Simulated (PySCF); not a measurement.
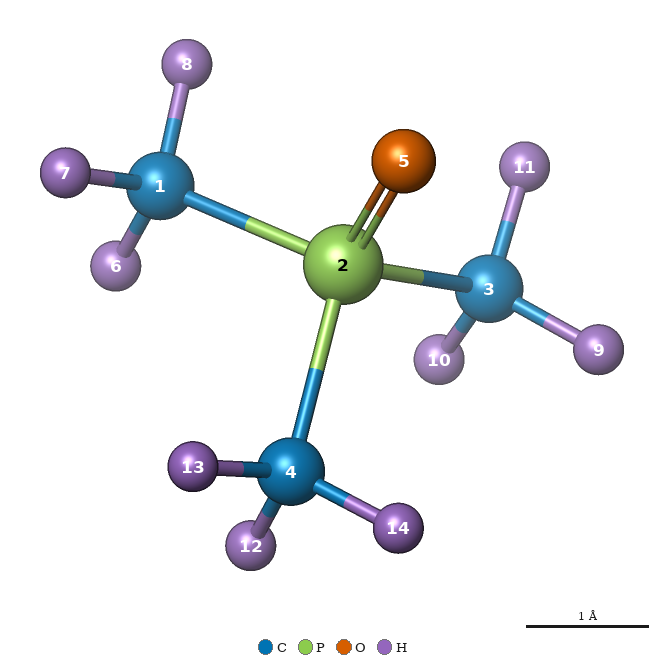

Orthographic view. Depth is shown by fading: the farther an atom, the more it takes the colour of the background. Computed geometry: PBE0-D3(BJ)/def2-SVP optimisation. No frequency run is at hand to confirm it as a minimum.

Write a MOL file (V2000) with the atoms in numerical order, bonds sorted by atom number with the orders drawn, and coordinates in the frame of the picture: x right, y up, z towards the viewer, origin at the mean position.

```
C3H9OP
                    3D

 14 13  0  0  0  0  0  0  0  0999 V2000
   -1.3000    0.9900   -0.3400 C   0  0  0  0  0  0  0  0  0  0  0  0
    0.2000    0.3400    0.4600 P   0  0  0  0  0  0  0  0  0  0  0  0
    1.4000    0.1500   -0.9000 C   0  0  0  0  0  0  0  0  0  0  0  0
   -0.2300   -1.3500    0.9400 C   0  0  0  0  0  0  0  0  0  0  0  0
    0.7000    1.1900    1.5900 O   0  0  0  0  0  0  0  0  0  0  0  0
   -1.6600    0.3300   -1.1400 H   0  0  0  0  0  0  0  0  0  0  0  0
   -2.0800    1.1000    0.4300 H   0  0  0  0  0  0  0  0  0  0  0  0
   -1.0800    1.9900   -0.7500 H   0  0  0  0  0  0  0  0  0  0  0  0
    2.3000   -0.3500   -0.5100 H   0  0  0  0  0  0  0  0  0  0  0  0
    0.9900   -0.4300   -1.7400 H   0  0  0  0  0  0  0  0  0  0  0  0
    1.6900    1.1500   -1.2500 H   0  0  0  0  0  0  0  0  0  0  0  0
   -0.5600   -1.9600    0.0900 H   0  0  0  0  0  0  0  0  0  0  0  0
   -1.0300   -1.3100    1.7000 H   0  0  0  0  0  0  0  0  0  0  0  0
    0.6500   -1.8200    1.4100 H   0  0  0  0  0  0  0  0  0  0  0  0
  1  2  1  0
  1  6  1  0
  1  7  1  0
  1  8  1  0
  2  3  1  0
  2  4  1  0
  2  5  2  0
  3  9  1  0
  3 10  1  0
  3 11  1  0
  4 12  1  0
  4 13  1  0
  4 14  1  0
M  END
```
